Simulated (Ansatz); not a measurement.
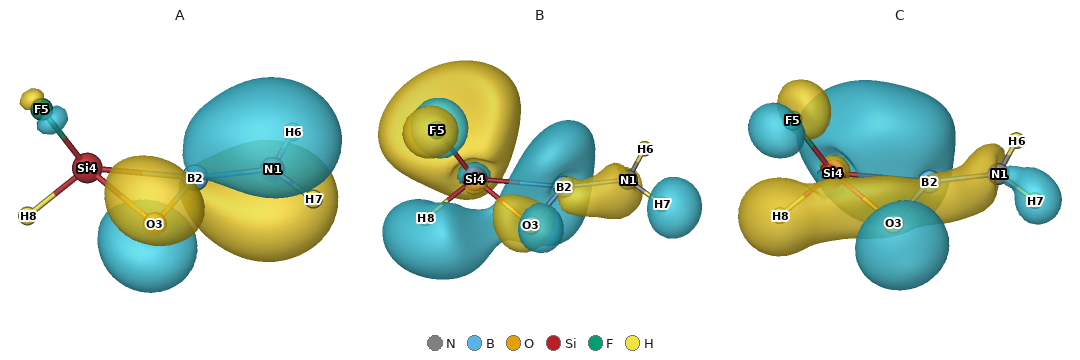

The picture shows: BFH3NOSi (SMILES NB1O[SiH]1F). Three frontier orbitals at ±0.08 Å⁻³ᐟ² (yellow and cyan are the two phases), in no order.

Theory: Ansatz 0.2.0, RKS revPBE/6-31G*.

```xyz
8

N     0.5603    1.1857    1.1956
B     0.2082    0.2299    0.2353
O     0.8398   -0.9303   -0.2286
Si   -0.6890   -0.8013   -1.0892
F    -1.7333   -2.0119   -0.7591
H    -0.0267    1.9831    1.4208
H     1.4188    1.1230    1.7425
H    -0.4859   -0.8352   -2.5729
```

### Which picture is the HOMO−1, the HOMO and the LUMO?

A is the HOMO−1 (−6.53 eV). Its weight (Hirshfeld) is mainly on N1 (about 60 %), O3 (about 20 %) and B2 (about 10 %). C is the HOMO (−5.60 eV). It lies mainly on Si4 (about 35 %), O3 (about 25 %) and B2 (about 25 %). B is the LUMO (−0.72 eV). Its weight (Hirshfeld) is mainly on Si4 (about 55 %), B2 (about 15 %), F5 (about 10 %) and H8 (about 10 %).

### What is the HOMO–LUMO gap?

4.88 eV between the orbital energies.
